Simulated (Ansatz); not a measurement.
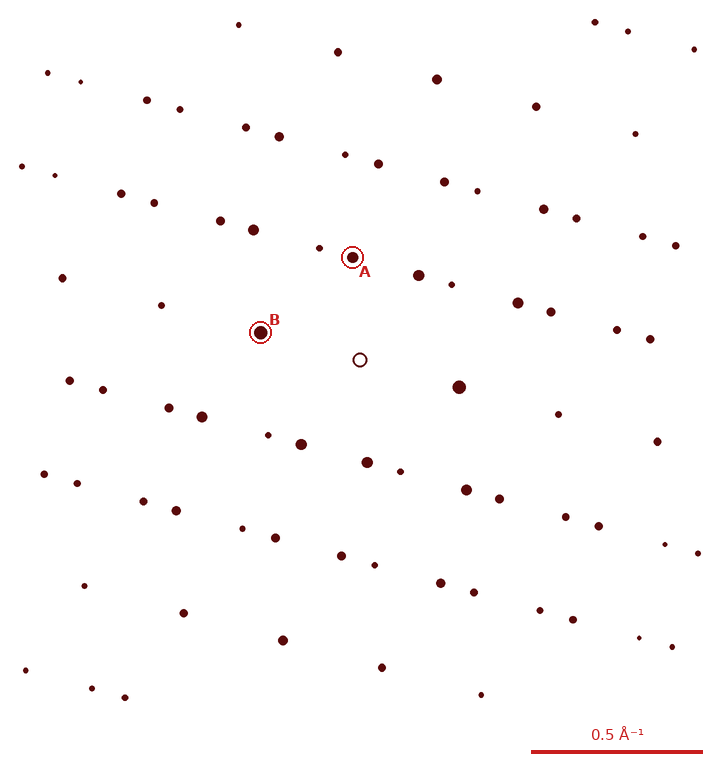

Simulated selected-area electron diffraction pattern (80 kV, kinematic approximation, thin crystal, B = 0.5 Å² for all atoms). Two individuals of a reflection twin are superposed (a geometric construction: whether this twin forms is not tested). Crystal: AsAu, space group F-43m (No. 216), a = 5.74 Å, zone axis [110]. Structure: the input geometry of an electronic-structure calculation (not necessarily at equilibrium); the starting structure was generated, so it need not be a known form of this composition.

```tsv
atom	site	symmetry	x	y	z
Au	4a	-43m	0.0000	0.0000	0.0000
As	4d	-43m	0.2500	0.2500	0.7500
```

In the first individual spot A is -1 1 -1 and spot B is -1 1 1.

### Find the twin plane.

(1-1-1). The spot positions of the combined pattern are mirror-symmetric about the row through 1 -1 -1 (d = 3.312 Å), which both individuals share, while a single individual has only symmetry 2mm without that mirror line. Friedel's law adds the mirror line at right angles, so a twin on (1-12) would give the same picture; the more widely spaced plane was used.

### Which other reflections coincide?

Off the common row, 2 -2 4, 1 -1 5, 3 -3 3 and their kin fall on spots of the second individual; about 23 % of the first individual's visible spots are shared.
